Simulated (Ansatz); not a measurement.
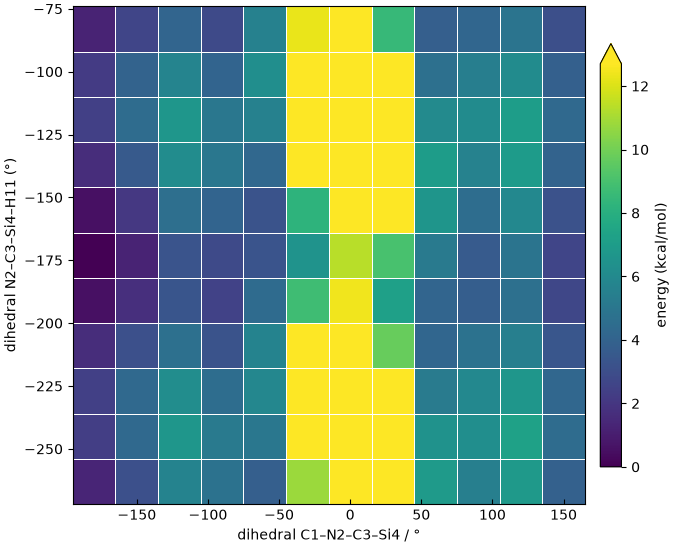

Energy landscape of C₂H₉NSi, SMILES CNC[SiH3]. First axis: dihedral C1–N2–C3–Si4. Second axis: dihedral N2–C3–Si4–H11. Nothing is relaxed (all other coordinates rigid). Grid: 12 × 11 points. Points are written as (first, second). All energies are given in kcal/mol relative to the lowest grid point. Energies and slopes of some neighbouring points disagree (a jump in structure or state, or too coarse a mesh). The calculation used Ansatz, RKS PBE0-D4/def2-SVP.

Drawn: one coloured cell a grid point, one colour for all values above the top of the scale. 

Q: Where are the lowest and the highest points?

A: The lowest grid point is at (−180°, −173°). Other grid points that lie below all their neighbours: (−90°, −191°) (2.5 kcal/mol higher); (90°, −173°) (3.6 kcal/mol higher). The highest grid point, (0°, −119°), lies 23.3 kcal/mol above the lowest. At the highest point the unbonded atoms C1···Si4 come to 2.75 Å, against 4.10 Å at the lowest; the sum of their van der Waals radii is about 4.0 Å.

The values on the grid:

```
dihedral N2–C3–Si4–H11 ↓, dihedral C1–N2–C3–Si4 →  −180  −150  −120  −90  −60   −30     0    30   60   90  120  150
                                              −83   1.2   2.6   4.1  2.8  5.5  12.3  16.1   8.5  3.8  4.2  4.9  3.0
                                             −101   2.2   4.0   5.7  4.0  6.2  17.1  21.6  13.8  4.7  5.4  6.1  3.8
                                             −119   2.4   4.4   6.7  5.0  5.5  17.7  23.3  19.6  6.0  6.1  7.0  4.3
                                             −137   1.6   3.6   6.1  5.0  4.2  13.1  20.3  19.9  6.9  5.6  6.9  4.0
                                             −155   0.5   2.1   4.6  4.0  3.3   8.2  14.9  14.5  6.6  4.5  5.9  3.2
                                             −173   0.0   1.2   3.3  2.9  3.3   6.5  11.4   9.0  5.2  3.6  4.9  2.6
                                             −191   0.5   1.7   3.3  2.5  4.4   8.7  12.4   7.2  4.1  3.7  4.6  2.7
                                             −209   1.6   3.1   4.7  3.2  5.7  13.4  17.3   9.8  4.1  4.8  5.4  3.4
                                             −227   2.4   4.3   6.2  4.5  5.9  17.0  21.6  15.4  5.2  5.9  6.7  4.2
                                             −245   2.3   4.3   6.7  5.2  5.0  15.7  21.6  19.4  6.4  6.2  7.3  4.4
                                             −263   1.3   3.1   5.7  4.8  3.8  10.8  17.6  17.5  6.9  5.4  6.8  3.9
```

Each point was launched as `ansatz run input.yaml --threads 1 --pin off --max-ram 2560MiB --backend cpu --events-out ev --progress --plain --runs-dir out`. Time for the 132 points that were run: 12 min on 1 thread of Arm Neoverse V1, with other jobs on the host.
